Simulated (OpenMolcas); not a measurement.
# SiH3O (SMILES O[SiH2]): levels of theory compared

Wanted: a comparison of 3 runs (U-r2SCAN/STO-3G, USVWN5/STO-3G, ROMP2/STO-3G) of SiH3O. 

The results are computed with OpenMolcas 26.06.

## Step 1: The molecule

The species is SiH3O (5 atoms), meant as a doublet with charge 0. SMILES: `O[SiH2]`. Geometry: relaxed at GFN2-xTB. This is one conformer, not always the lowest.

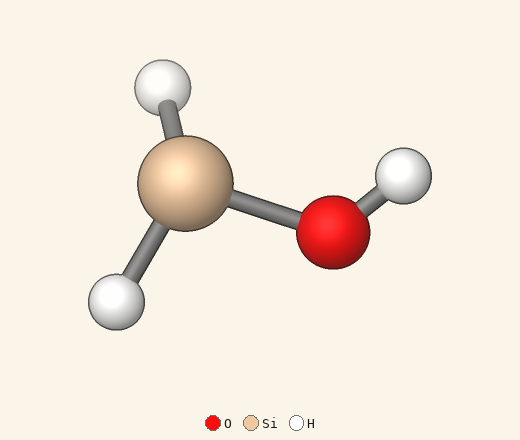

Viewed from a chosen angle; oxygen red, silicon light orange, hydrogen white.

## Step 2: A single-point energy at U-r2SCAN/STO-3G (run 1)

calc.inp reads:

```
>>> EXPORT MOLCAS_PRINT=2
&GATEWAY
BasLib=$CurrDir
BasisSet
O.STO-3G....
O1 0.557310 -0.433760 0.798460 angstrom
End of Basis
BasisSet
Si.STO-3G....
Si2 0.001930 0.341950 -0.533940 angstrom
End of Basis
BasisSet
H.STO-3G....
H3 0.725690 -1.370660 0.814800 angstrom
H4 -1.244820 -0.253580 -1.000760 angstrom
H5 -0.040110 1.716040 -0.078560 angstrom
End of Basis
&SEWARD
GridInput
Grid=UltraFine
End of Grid
&SCF
UHF
Spin=2
KSDFT=2
1.0 MGGA_X_R2SCAN
1.0 MGGA_C_R2SCAN
Thresholds=1e-10 1e-07 1e-07 1e-05
PrOrbitals=1 1
```

The basis set STO-3G is read from a file made from the Basis Set Exchange's data (not shown).

The run is started by

```
export MOLCAS_MEM=1860
pymolcas calc.inp > calc.log
```

Output:

```text
--- Start Module: gateway ---
[...]
--- Stop Module: gateway /rc=_RC_ALL_IS_WELL_ ---
--- Start Module: seward ---
[...]
      Basis functions           17
--- Stop Module: seward /rc=_RC_ALL_IS_WELL_ ---
--- Start Module: scf ---
[...]
       Convergence after  14 Iterations
[...]
::    Total KS-DFT energy                            -361.9766178927
[...]
      Total spin, S                                     0.5003168626
[...]
      Total electronic charge=   25.000000
      Total            charge=   -0.000000
[...]
      Dipole Moment (debye):
      Origin of the operator (angstrom)=    0.1788    0.0579   -0.0518
                   X=  1.7115E-01               Y= -1.2474E+00               Z= -5.2586E-01           Total=  1.3645E+00
      Quadrupole Moment (debye*angstrom):
[...]
--- Stop Module: scf /rc=_RC_ALL_IS_WELL_ ---
[...]
```

Run time: 8.7 s. Hardware: 1 thread of Arm Neoverse V1, shared host; peak memory 0.37 GiB.

## Step 3: The energy at USVWN5/STO-3G (run 2)

calc.inp reads:

```
>>> EXPORT MOLCAS_PRINT=2
&GATEWAY
BASLIB=$CurrDir
BASISSET
O.STO-3G....
O1 0.557310 -0.433760 0.798460 angstrom
End of Basis
BASISSET
Si.STO-3G....
Si2 0.001930 0.341950 -0.533940 angstrom
End of Basis
BASISSET
H.STO-3G....
H3 0.725690 -1.370660 0.814800 angstrom
H4 -1.244820 -0.253580 -1.000760 angstrom
H5 -0.040110 1.716040 -0.078560 angstrom
End of Basis
&SEWARD
GRIDINPUT
Grid=UltraFine
End of Grid
&SCF
UHF
SPIN=2
KSDFT=SVWN5
THRESHOLDS=1e-10 1e-07 1e-07 1e-05
PRORBITALS=1 1
```

The basis set STO-3G is read from a file made from the Basis Set Exchange's data (not shown).

The run is started by

```
export MOLCAS_MEM=1860
pymolcas calc.inp > calc.log
```

Output:

```text
--- Start Module: gateway ---
[...]
--- Stop Module: gateway /rc=_RC_ALL_IS_WELL_ ---
--- Start Module: seward ---
[...]
      Basis functions           17
--- Stop Module: seward /rc=_RC_ALL_IS_WELL_ ---
--- Start Module: scf ---
[...]
       Convergence after  13 Iterations
[...]
::    Total KS-DFT energy                            -360.2552113950
[...]
      Total spin, S                                     0.5000944009
[...]
      Total electronic charge=   25.000000
      Total            charge=   -0.000000
[...]
      Dipole Moment (debye):
      Origin of the operator (angstrom)=    0.1788    0.0579   -0.0518
                   X=  7.3315E-02               Y= -1.3441E+00               Z= -2.7374E-01           Total=  1.3736E+00
      Quadrupole Moment (debye*angstrom):
[...]
--- Stop Module: scf /rc=_RC_ALL_IS_WELL_ ---
[...]
```

Run time: 5.1 s. Hardware: 1 thread of Arm Neoverse V1, shared host; peak memory 0.37 GiB.

## Step 4: A single-point energy at ROMP2/STO-3G (run 3)

calc.inp reads:

```
&gateway
 baslib
 $CurrDir
 basisset
 O.STO-3G....
 O1 0.557310 -0.433760 0.798460 angstrom
 End of Basis
 basisset
 Si.STO-3G....
 Si2 0.001930 0.341950 -0.533940 angstrom
 End of Basis
 basisset
 H.STO-3G....
 H3 0.725690 -1.370660 0.814800 angstrom
 H4 -1.244820 -0.253580 -1.000760 angstrom
 H5 -0.040110 1.716040 -0.078560 angstrom
 End of Basis

&seward

&scf
 uhf
 spin
 2
 thresholds
 1e-10 1e-07 1e-07 1e-05
 prorbitals
 1 1

&rasscf
 fileorb
 $Project.UnaOrb
 spin
 2
 nactel
 1 0 0
 inactive
 12
 ras2
 1
 outorbitals
 Canonical
 orblisting
 Nothing

&caspt2
 ipea
 0.0
 frozen
 6
```

The basis set STO-3G is read from a file made from the Basis Set Exchange's data (not shown).

The run is started by

```
export MOLCAS_MEM=1860
pymolcas calc.inp > calc.log
```

Output:

```text
--- Start Module: gateway ---
[...]
--- Stop Module: gateway /rc=_RC_ALL_IS_WELL_ ---
[...]
      Basis functions           17
[...]
       Convergence after  13 Iterations
[...]
::    Total SCF energy                               -361.1254533224
[...]
      Total spin, S                                     0.5008208064
[...]
--- Start Module: rasscf ---
[...]
      Number of active orbitals                  1
[...]
      Spin quantum number                      0.5
[...]
      Active orbitals                            1
[...]
      Number of CSFs                             1
[...]
      Number of root(s) required                 1
[...]
      Convergence after  7 iterations
[...]
      printout of CI-coefficients larger than  0.05 for root  1
      energy=    -361.125105
      conf/sym  1     Coeff  Weight
             1  u   1.00000 1.00000
      Natural orbitals and occupation numbers for root  1
      sym 1:   1.000000
      ************************************************************************************************************************
      *                                                    Final results                                                     *
[...]
::    RASSCF root number  1 Total energy:   -361.12510496
[...]
      Total electronic charge=   25.000000
      Total            charge=   -0.000000
[...]
      Dipole Moment (debye):
      Origin of the operator (angstrom)=    0.1788    0.0579   -0.0518
                   X=  1.3066E-01               Y= -8.6135E-01               Z= -1.4179E+00           Total=  1.6641E+00
      Quadrupole Moment (debye*angstrom):
[...]
--- Stop Module: rasscf /rc=_RC_ALL_IS_WELL_ ---
--- Start Module: caspt2 ---
[...]
      E2 (Variational):          -0.0663522834
      Total energy:            -361.1914572422
[...]
      Reference weight:           0.96944
[...]
::    CASPT2 Root  1     Total energy:   -361.19145724
[...]
```

Run time: 2.5 s. Hardware: 1 thread of Arm Neoverse V1, shared host; peak memory 0.37 GiB.

## Step 5: The series

```tsv
run	level	integration grid	frozen core orbitals	energy (Eh)	dipole moment (D)	HOMO energy (eV)	LUMO energy (eV)	wall time
1	U-r2SCAN/STO-3G	UltraFine	–	-361.976618	1.36	-0.78	1.47	8.7 s
2	USVWN5/STO-3G	UltraFine	–	-360.255211	1.37	-0.12	1.10	5.1 s
3	ROMP2/STO-3G	–	6	-361.191457	–	–	–	2.5 s
```

## Step 6: What came out

```
           quantity          value
run 3: total energy  -361.19146 Eh
```

In words: Totals of different functionals can't be ranked against each other. In runs 1, 2, 3 the basis is minimal, so the values are rough. All runs together took 16 s, the longest 8.7 s.
